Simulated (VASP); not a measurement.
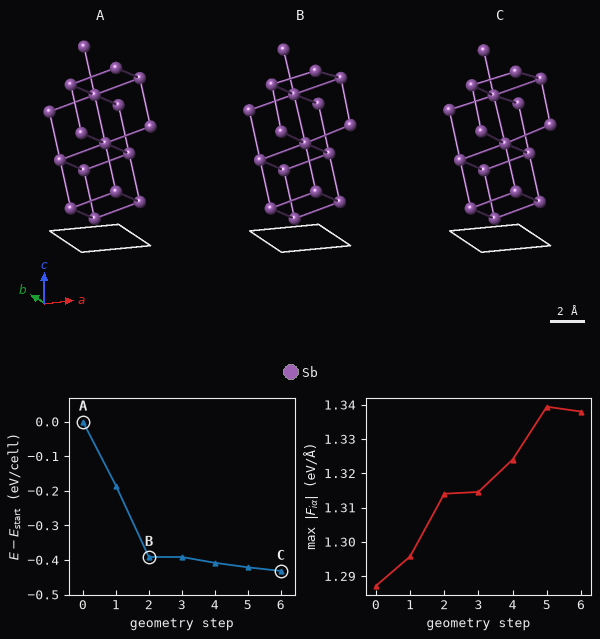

Frames of a relaxation of a slab of composition Sb, marked on the history of the run. The picture is a ball-and-stick view of the cell of the calculation, outlined in the plane, without the vacuum, seen slightly off an axis.

The run lets the atoms move in a fixed cell. 4 atoms are held fixed.

Computed with Kohn-Sham DFT of a periodic cell, PBEsol, VASP PAW PBE potentials, recommended in VASP.

Input file:
```
SYSTEM = Sb
PREC = Accurate
ENCUT = 520
EDIFF = 1E-6
ISMEAR = 0
SIGMA = 0.05
LREAL = .False.
LASPH = .True.
NELM = 100
ALGO = Normal
ISIF = 2
LWAVE = .False.
LCHARG = .False.
LDIPOL = .True.
IDIPOL = 3
DIPOL = 0.5 0.5 0.500
GGA = PS
IBRION = 2
NSW = 40
EDIFFG = -0.02
```

Launched with:
```bash
cat potpaw_PBE.64/Sb/POTCAR > POTCAR
mpirun -np 1 vasp_std > vasp.out
```

> Describe the path.

The run was cut off at its time limit before the relaxation converged, so the last structure is only a point on the way. Over 6 geometry steps the energy falls by 0.432 eV per cell of the calculation. The largest force component goes from 1.3 to 1.3 eV/Å. The largest move is that of a Sb atom, 0.25 Å at 9° to the normal (−c side). The cell stays as it was. Some distances before and after: Sb–Sb 3.160 → 3.408 Å, Sb–Sb 3.160 → 2.935 Å, Sb–Sb 3.160 → 2.961 Å, Sb–Sb 3.160 → 3.007 Å. Among the angles between lasting bonds that change: Sb–Sb–Sb 90.0° → 99.2°, Sb–Sb–Sb 180.0° → 171.4°, Sb–Sb–Sb 90.0° → 81.9°. From step 0 to 2: a Sb atom moves most (0.22 Å), energy −0.391 eV per cell of the calculation. From step 2 to 6: a Sb atom moves most (0.10 Å), energy −40.4 meV per cell of the calculation.

```json
{"step": "0", "E − E(0), meV/atom": "0.00", "largest force component, eV/Å": "1.2872"}
{"step": "1", "E − E(0), meV/atom": "-20.53", "largest force component, eV/Å": "1.2957"}
{"step": "2", "E − E(0), meV/atom": "-43.47", "largest force component, eV/Å": "1.3140"}
{"step": "3", "E − E(0), meV/atom": "-43.48", "largest force component, eV/Å": "1.3146"}
{"step": "4", "E − E(0), meV/atom": "-45.34", "largest force component, eV/Å": "1.3240"}
{"step": "5", "E − E(0), meV/atom": "-46.78", "largest force component, eV/Å": "1.3394"}
{"step": "6", "E − E(0), meV/atom": "-47.95", "largest force component, eV/Å": "1.3380"}
```
